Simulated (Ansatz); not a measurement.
Cl$_{3}$HSi···HF

```xyz
7

Si   -0.6670    0.3299   -0.3612
F     1.3084   -1.2752    1.4185
Cl   -1.9619    1.0475   -1.7872
Cl   -0.6349    1.6196    1.2285
H    -1.0719   -1.0260    0.0356
H     1.7967   -0.9670    0.6879
Cl    1.2306    0.2712   -1.2220
```

Theory: RKS B3LYP-D4/def2-SVP (Ansatz 0.2.0).

Question: What can the converged electron density and electron localisation function tell about the bonding?

Answer: Si–Cl (2.05 Å): the density is about 0.89 e/Å³ at the midpoint; the ELF peaks at about 0.90 between the atoms; a shared but strongly polarised pair.

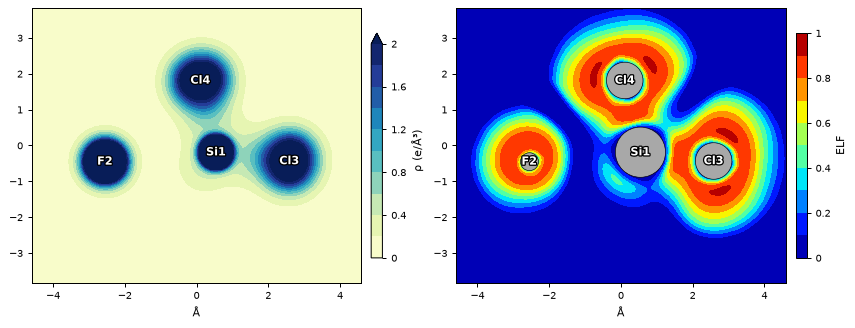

Computed electron density and electron localisation function on the plane of atoms Cl3, Si1 and Cl4, in this order. Grey discs cover the atomic cores in the ELF map. 
